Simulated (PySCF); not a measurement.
## Electronic structure of C3H5F2O2Si (doublet) in real space

Input file:

```
{"job": {"kind": "epr", "basis": "pcH-1"}, "charge": 0, "multiplicity": 2}
F     -3.173233     0.163028     0.335159
C     -2.070408    -0.380462     0.901250
F     -2.092442    -0.132458     2.223131
O     -0.899804    -0.019565     0.359663
C     -0.784679     0.332914    -0.943101
C      0.430037     0.398459    -1.511550
O      1.579385     0.129043    -0.913876
Si     1.935733    -0.353116     0.622541
H     -1.685212     0.568417    -1.488562
H      0.522074     0.709049    -2.543591
H      1.342067    -1.657819     0.901249
H      3.380855    -0.410350     0.451006
H      1.511240     0.653348     1.588953
```

Run with:

```sh
OMP_NUM_THREADS=1 python probes_run.py task.json out
```

Geometry: GFN2-xTB.

Theory: PySCF 2.14.0, density-fitted response routines, UKS B3LYP, pcH-1 on C F H O Si, non-relativistic, mean-field spin-orbit, GIAO.

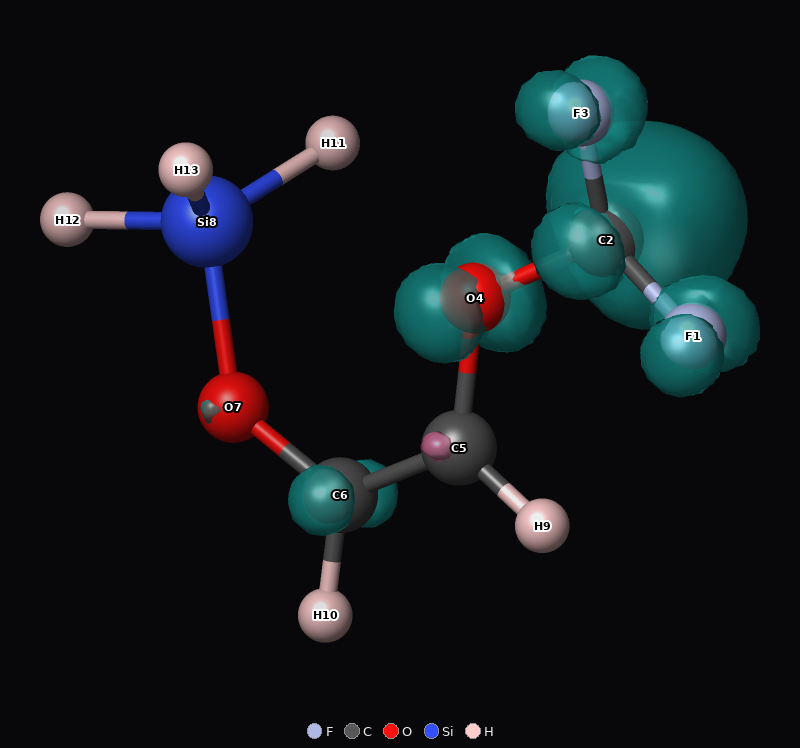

Figure 1. Isosurfaces of the spin density at +0.04 (teal) and −0.04 e/Å³ (pink), seen at a tilt.

> Which atoms carry the spin?

The unpaired spin (1 electron) lies mostly on C2 (about 0.6), O4 (about 0.1), F3 (about 0.1) and F1 (about 0.1), in electrons by Hirshfeld's partition.

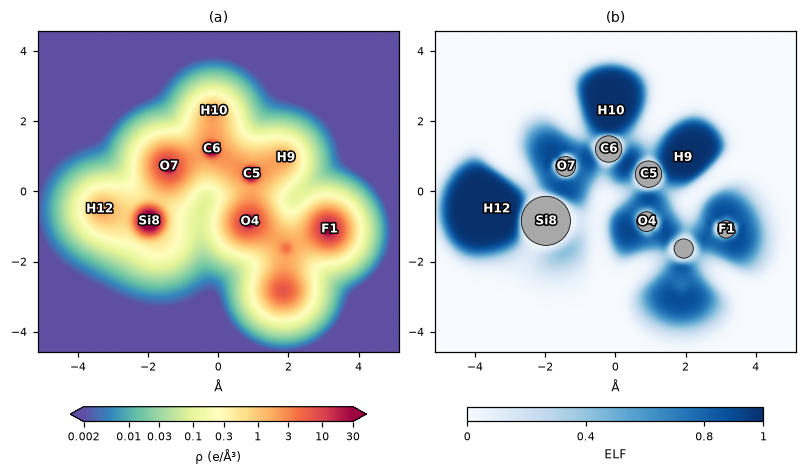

Figure 2. (a) electron density; (b) electron localisation function on the plane of atoms C5, C6 and H10. Grey discs cover the atomic cores in the ELF map.

> What do the fields say about this system?

- Atoms in the plane: F, O, C, Si and H.
- C–O (1.32 Å): ρ is about 2.4 e/Å³ halfway; the ELF peaks at about 0.90 between the atoms; a shared but strongly polarised pair.
- C–C (1.34 Å): ρ at the midpoint is about 2.3 e/Å³; the ELF peaks at about 0.95 between the atoms (a multiple bond).
- Si–O (1.65 Å): the density is about 1.1 e/Å³ at the midpoint; the ELF peaks at about 0.85 between the atoms; a polar covalent bond.
- C–H (1.08 Å): the density is about 2.1 e/Å³ at the midpoint; the ELF climbs to about 1 towards the hydrogen, as it does in any bond to H; a covalent bond by its length.
- Si–H (1.46 Å): ρ is about 0.85 e/Å³ halfway; the ELF climbs to about 1 towards the hydrogen.
- The ELF also peaks beside F3, F1 and O7, away from the bonds: non-bonding electrons, paired or unpaired.

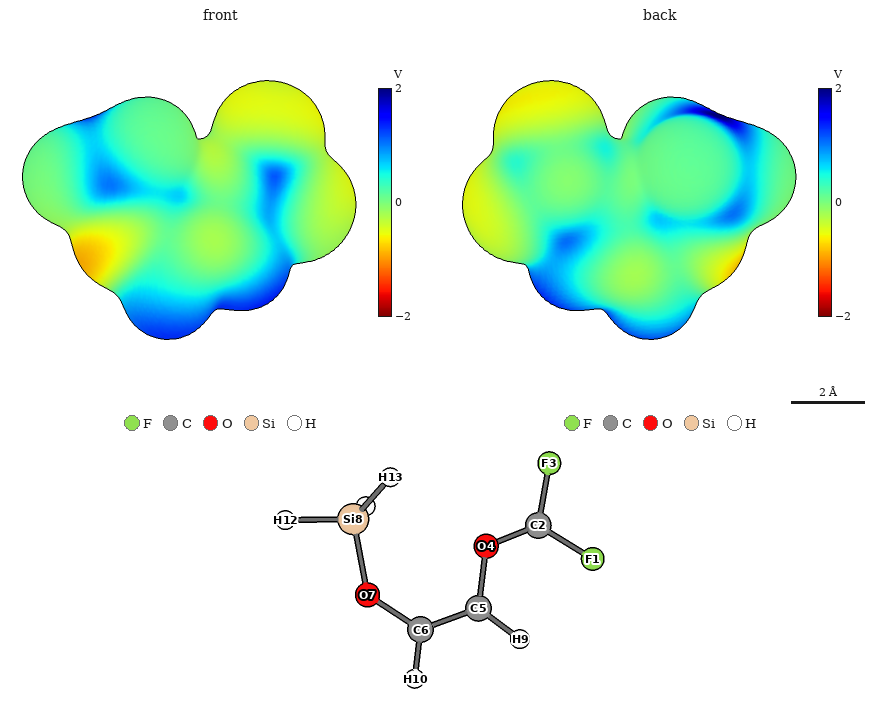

Figure 3. The electrostatic potential painted on the density surface at 0.002 e/bohr³, seen from the front and from behind; red is negative and blue positive. The bare structure is drawn below in the same view.

> Which sites attract a positive test charge, and which a negative one?

A positive charge is drawn to the negative regions and a negative charge to the positive ones. The most negative region (about −0.8 V) lies over O7, the most positive (about +1.8 V) over Si8.
